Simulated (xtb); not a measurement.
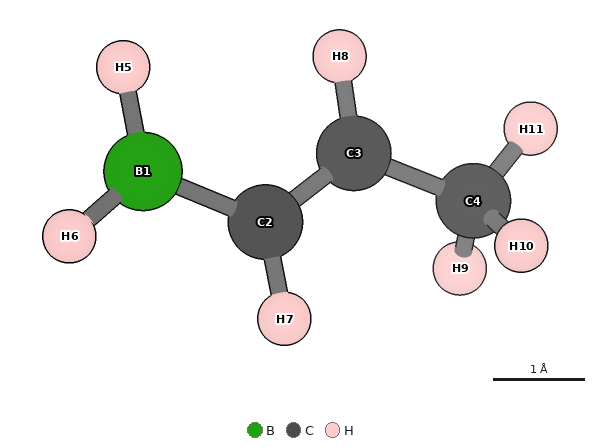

**Figure 1.** The input geometry (ball-and-stick view, seen at a tilt; atoms are numbered from 1 in the order of the input). Bond lengths as drawn: B–C 1.53 Å, B–H 1.17 Å, C–C 1.34 to 1.49 Å and C–H 1.08 to 1.09 Å.

# Geometry relaxation of C3H7B (part 1 of 2)

System: C3H7B, SMILES BC=CC.
Method: GFN2-xTB (xtb 6.7.1).

The geometry comes from this level: GFN2-xTB.

Input (struc.xyz)
```
11
start
B     -0.61139     2.02566     0.42389
C     -0.14338     0.57112     0.56367
C      0.04973    -0.25228    -0.47600
C      0.50337    -1.67027    -0.36125
H     -0.81737     2.46968    -0.63921
H     -0.76495     2.69356     1.37235
H      0.04872     0.15252     1.54801
H     -0.12805     0.11423    -1.47894
H     -0.19847    -2.24232     0.24547
H      1.47192    -1.71753     0.13717
H      0.58987    -2.14438    -1.33517
```

Hardware: 1 thread of Intel Xeon (Granite Rapids), 64 GiB of memory available, shared host.

Command:
```bash
xtb struc.xyz -o --chrg 0 > struc.out 2> xtb.err
```

Log
```
* xtb version 6.7.1
   ID    Z sym.   atoms
    1    5 B      1
    2    6 C      2-4
    3    1 H      5-11

           -------------------------------------------------
          |                Calculation Setup                |
           -------------------------------------------------

          program call               : xtb struc.xyz -o --chrg 0
          coordinate file            : struc.xyz
          omp threads                :                     1

           -------------------------------------------------
          |                 G F N 2 - x T B                 |
           -------------------------------------------------

      * Hamiltonian:
        H0-scaling (s, p, d)           1.850000    2.230000    2.230000
        zeta-weighting                 0.500000
      * Dispersion:
        s8                             2.700000
        a1                             0.520000
        a2                             5.000000
        s9                             5.000000
      * Repulsion:
        kExp                           1.500000    1.000000
        rExp                           1.000000
      * Coulomb:
        alpha                          2.000000
        third order                    shell-resolved
        anisotropic                    true
        a3                             3.000000
        a5                             4.000000
        cn-shift                       1.200000
        cn-exp                         4.000000
        max-rad                        5.000000

          ...................................................
          :                      SETUP                      :
          :.................................................:
          :  # basis functions                  23          :
          :  # atomic orbitals                  23          :
          :  # shells                           15          :
          :  # electrons                        22          :
          :  max. iterations                   250          :
          :  Hamiltonian                  GFN2-xTB          :
          :  restarted?                      false          :
          :  GBSA solvation                  false          :
          :  PC potential                    false          :
          :  electronic temp.          300.0000000     K    :
          :  accuracy                    1.0000000          :
          :  -> integral cutoff          0.2500000E+02      :
          :  -> integral neglect         0.1000000E-07      :
          :  -> SCF convergence          0.1000000E-05 Eh   :
          :  -> wf. convergence          0.1000000E-03 e    :
          :  Broyden damping             0.4000000          :
          :  net charge                          0          :
          :  unpaired electrons                  0          :
          ...................................................

 iter      E             dE          RMSdq      gap      omega  full diag
   1    -11.2293429 -0.112293E+02  0.832E+00    4.28       0.0  T
   2    -11.3469719 -0.117629E+00  0.568E+00    2.89       1.0  T
   3    -11.3419177  0.505417E-02  0.254E+00    3.39       1.0  T
   4    -11.3572782 -0.153605E-01  0.104E+00    3.51       1.0  T
   5    -11.3636278 -0.634962E-02  0.689E-01    3.59       1.0  T
   6    -11.3669290 -0.330118E-02  0.189E-01    3.68       1.0  T
   7    -11.3670920 -0.163071E-03  0.735E-02    3.61       1.0  T
   8    -11.3671279 -0.358676E-04  0.176E-02    3.62       1.7  T
   9    -11.3671293 -0.142832E-05  0.770E-03    3.62       3.9  T
  10    -11.3671296 -0.224575E-06  0.110E-03    3.62      27.4  T
  11    -11.3671296 -0.513621E-09  0.527E-04    3.62      57.2  T
  12    -11.3671296 -0.395908E-08  0.397E-05    3.62     758.6  T

   *** convergence criteria satisfied after 12 iterations ***

         #    Occupation            Energy/Eh            Energy/eV
      -------------------------------------------------------------
         1        2.0000           -0.6214480             -16.9105
       ...           ...                  ...                  ...
         5        2.0000           -0.4913051             -13.3691
         6        2.0000           -0.4822380             -13.1224
         7        2.0000           -0.4733629             -12.8809
         8        2.0000           -0.4404624             -11.9856
         9        2.0000           -0.4105554             -11.1718
        10        2.0000           -0.4045746             -11.0090
        11        2.0000           -0.4035749             -10.9818 (HOMO)
        12                         -0.2704554              -7.3595 (LUMO)
        13                         -0.1511150              -4.1120
        14                          0.1283023               3.4913
        15                          0.1347419               3.6665
        16                          0.1733268               4.7165
       ...                                ...                  ...
        23                          0.6131743              16.6853
      -------------------------------------------------------------
                  HL-Gap            0.1331195 Eh            3.6224 eV
             Fermi-level           -0.3370151 Eh           -9.1706 eV

 SCC (total)                   0 d,  0 h,  0 min,  0.003 sec
 SCC setup                      ...        0 min,  0.000 sec (  1.950%)
 Dispersion                     ...        0 min,  0.000 sec (  1.244%)
 classical contributions        ...        0 min,  0.000 sec (  0.404%)
 integral evaluation            ...        0 min,  0.000 sec ( 15.813%)
 iterations                     ...        0 min,  0.001 sec ( 50.425%)
 molecular gradient             ...        0 min,  0.001 sec ( 27.667%)
 printout                       ...        0 min,  0.000 sec (  2.197%)

         :::::::::::::::::::::::::::::::::::::::::::::::::::::
         ::                     SUMMARY                     ::
         :::::::::::::::::::::::::::::::::::::::::::::::::::::
         :: total energy             -11.178052406545 Eh    ::
         :: gradient norm              0.000456058669 Eh/a0 ::
         :: HOMO-LUMO gap              3.622365762916 eV    ::
         ::.................................................::
         :: SCC energy               -11.367129403008 Eh    ::
         :: -> isotropic ES            0.020724983261 Eh    ::
         :: -> anisotropic ES          0.005772957666 Eh    ::
         :: -> anisotropic XC          0.007011864642 Eh    ::
         :: -> dispersion             -0.004700500351 Eh    ::
         :: repulsion energy           0.189076996464 Eh    ::
         :: add. restraining           0.000000000000 Eh    ::
         :: total charge               0.000000000000 e     ::
         :::::::::::::::::::::::::::::::::::::::::::::::::::::

      -----------------------------------------------------------
     |                   =====================                   |
     |                        A N C O P T                        |
     |                   =====================                   |
     |               Approximate Normal Coordinate               |
     |                Rational Function Optimizer                |
      -----------------------------------------------------------
      -----------------------------------------------------------
     |                   =====================                   |
     |                        A N C O P T                        |
     |                   =====================                   |
     |               Approximate Normal Coordinate               |
     |                Rational Function Optimizer                |
      -----------------------------------------------------------

          ...................................................
          :                      SETUP                      :
          :.................................................:
          :   optimization level            normal          :
          :   max. optcycles                   200          :
          :   ANC micro-cycles                  20          :
          :   degrees of freedom                27          :
          :.................................................:
          :   RF solver                   davidson          :
          :   write xtbopt.log                true          :
          :   linear?                        false          :
          :   energy convergence         0.5000000E-05 Eh   :
          :   grad. convergence          0.1000000E-02 Eh/α :
          :   maxmium RF displ.          1.0000000          :
          :   Hlow (freq-cutoff)         0.1000000E-01      :
          :   Hmax (freq-cutoff)         5.0000000          :
          :   S6 in model hess.         20.0000000          :
          ...................................................

generating ANC from exact Hessian ...
Using Lindh-Hessian (1995)
 Shifting diagonal of input Hessian by    6.7763135085474793E-003
 Lowest  eigenvalues of input Hessian
    0.000000    0.000000    0.000000    0.000000    0.000000    0.000000
    0.010000    0.011674    0.017822    0.018370    0.030637    0.034560
    0.042286    0.055640    0.074973    0.075307    0.079939    0.094182
 Highest eigenvalues
    0.917986    1.102743    1.148316    1.187941    1.448198    1.833097

........................................................................
.............................. CYCLE    1 ..............................
........................................................................

 iter      E             dE          RMSdq      gap      omega  full diag
   1    -11.3671296 -0.113671E+02  0.402E-05    3.62       0.0  T
   2    -11.3671296 -0.147207E-10  0.296E-05    3.62    1020.0  T
   3    -11.3671296 -0.101981E-10  0.878E-06    3.62    3432.8  T
     SCC iter.                  ...        0 min,  0.000 sec
     gradient                   ...        0 min,  0.001 sec
 * total energy  :   -11.1780524 Eh     change       -0.1601919E-10 Eh
   gradient norm :     0.0004560 Eh/α   predicted     0.0000000E+00 (-100.00%)
   displ. norm   :     0.0060972 α      lambda       -0.9753423E-06
   maximum displ.:     0.0038650 α      in ANC's #5, #4, #15, ...

   *** GEOMETRY OPTIMIZATION CONVERGED AFTER 1 ITERATIONS ***

------------------------------------------------------------------------
 total energy gain   :        -0.0000000 Eh       -0.0000 kcal/mol
 total RMSD          :         0.0000001 a0        0.0000 Å
 total power (kW/mol):        -0.0000000 (step)   -0.0000 (real)
------------------------------------------------------------------------

 ANCopt (total)                0 d,  0 h,  0 min,  0.002 sec
 optimizer setup                ...        0 min,  0.000 sec (  1.569%)
 model hessian                  ...        0 min,  0.000 sec ( 15.450%)
 ANC generation                 ...        0 min,  0.000 sec (  4.881%)
 coordinate transformation      ...        0 min,  0.000 sec (  0.352%)
 single point calculation       ...        0 min,  0.002 sec ( 66.771%)
 optimization log               ...        0 min,  0.000 sec (  2.624%)
 hessian update                 ...        0 min,  0.000 sec (  0.024%)
 rational function              ...        0 min,  0.000 sec (  3.355%)

================
 final structure:
================
11
 xtb: 6.7.1
B           -0.61139000000000        2.02566000000000        0.42389000000000
C           -0.14338000000000        0.57112000000000        0.56367000000000
C            0.04973000000000       -0.25228000000000       -0.47600000000000
C            0.50337000000000       -1.67027000000000       -0.36125000000000
H           -0.81737000000000        2.46968000000000       -0.63921000000000
H           -0.76495000000000        2.69356000000000        1.37235000000000
H            0.04872000000000        0.15252000000000        1.54801000000000
H           -0.12805000000000        0.11423000000000       -1.47894000000000
H           -0.19847000000000       -2.24232000000000        0.24547000000000
H            1.47192000000000       -1.71753000000000        0.13717000000000
H            0.58987000000000       -2.14438000000000       -1.33517000000000

 Bond Distances (Angstroems)
```
